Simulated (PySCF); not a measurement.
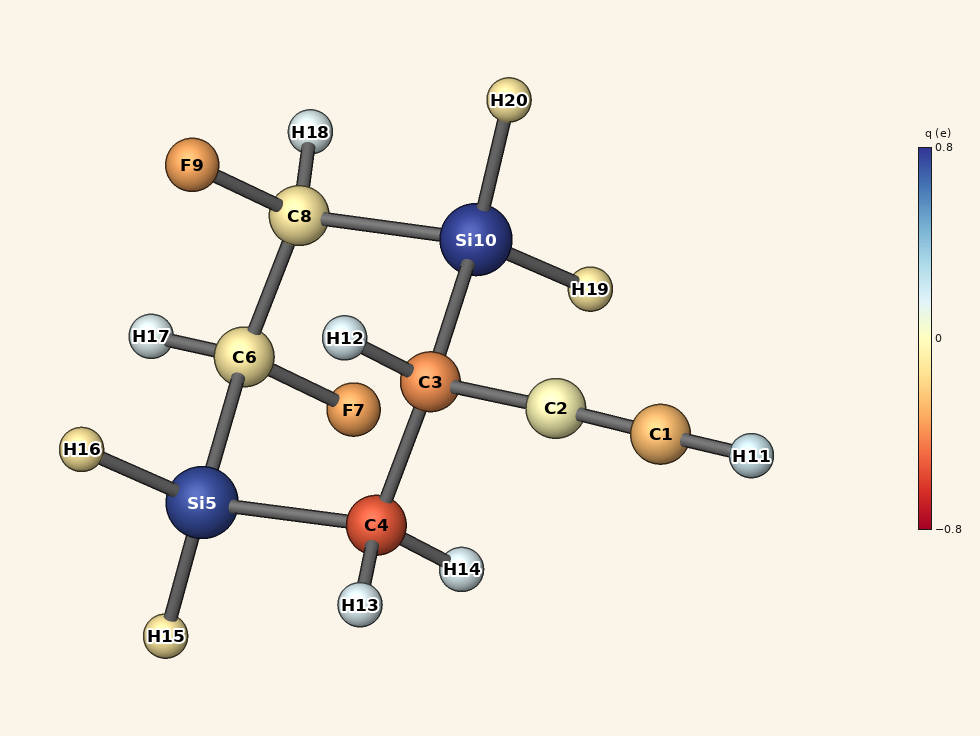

Atoms are coloured by their IAO charges. The geometry was computed by an optimisation with GFN2-xTB. No frequency run is at hand to confirm it as a minimum. Level of theory: PBE0/pcSseg-1, gas phase (PySCF 2.14.0).

Give the IAO charges atom by atom.

| atom | value (e) |
| --- | --- |
| C1 | −0.27 |
| C2 | −0.03 |
| C3 | −0.38 |
| C4 | −0.53 |
| Si5 | 0.74 |
| C6 | −0.10 |
| F7 | −0.33 |
| C8 | −0.10 |
| F9 | −0.33 |
| Si10 | 0.76 |
| H11 | 0.20 |
| H12 | 0.17 |
| H13 | 0.16 |
| H14 | 0.16 |
| H15 | −0.11 |
| H16 | −0.11 |
| H17 | 0.15 |
| H18 | 0.15 |
| H19 | −0.10 |
| H20 | −0.10 |

The geometry is semi-empirical. Around Si such bond lengths and angles can be off by a tenth of an ångström or more and by several degrees, and values that hang on the shape move with them.
